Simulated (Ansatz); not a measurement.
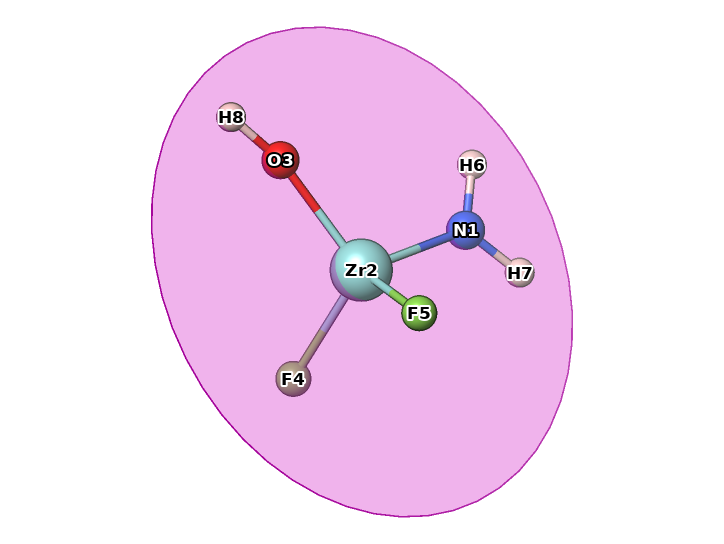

A disc through the centre of mass is drawn in. Atoms fade into the background with distance from the viewer. The species is neutral and a spin singlet. The computed structure is the end point of a PBE0-D4/def2-TZVP optimisation.

Question: Is the plane of the disc a mirror plane of the structure?

Answer: Yes. The reflection leaves N1, Zr2, O3, H6, H7, H8 in place and moves F4 ↔ F5. The point group is Cs.
